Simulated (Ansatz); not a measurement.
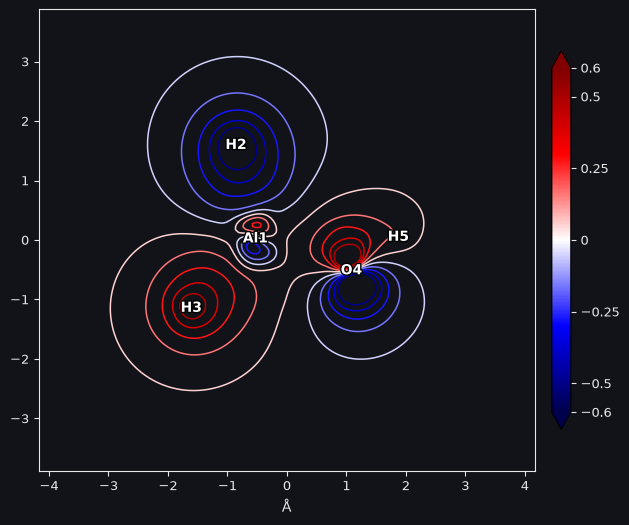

The picture shows: AlH₃O. The HOMO on the molecular plane (values in Å⁻³ᐟ²; the overall sign is arbitrary).

These are results of Ansatz, RKS LDA/def2-SVP, not measurements.

Input

```
crystal:
  periodic: [false, false, false]
  atoms:
    - { symbol: Al, position_ang: [0.0, 0.0, 0.0] }
    - { symbol: H, position_ang: [0.0, 0.0, 1.56] }
    - { symbol: H, position_ang: [1.351, 0.0, -0.78] }
    - { symbol: O, position_ang: [-1.5415, 0.0, -0.89] }
    - { symbol: H, position_ang: [-2.0512, -0.8467, -0.6815] }
basis:
  gaussian: { orbitals: def2-SVP }
hamiltonian:
  xc: lda
relax:
  f_tol: 0.02
  max_steps: 40
output:
  orbitals: {}
```

Run with:

```sh
ansatz run input.yaml --threads 1 --pin off --max-ram 2048MiB --backend cpu --events-out ev --progress --plain --runs-dir out
```

The fields are those of the run's last geometry, not of the input's.

> What is the character of this orbital?

By Hirshfeld shares it lies mainly on H2 (about 30 %), Al1 (about 25 %), O4 (about 20 %) and H3 (about 20 %); it is symmetric in the molecular plane (an in-plane orbital: σ, lone-pair or in-plane π type). Its energy is −6.87 eV.
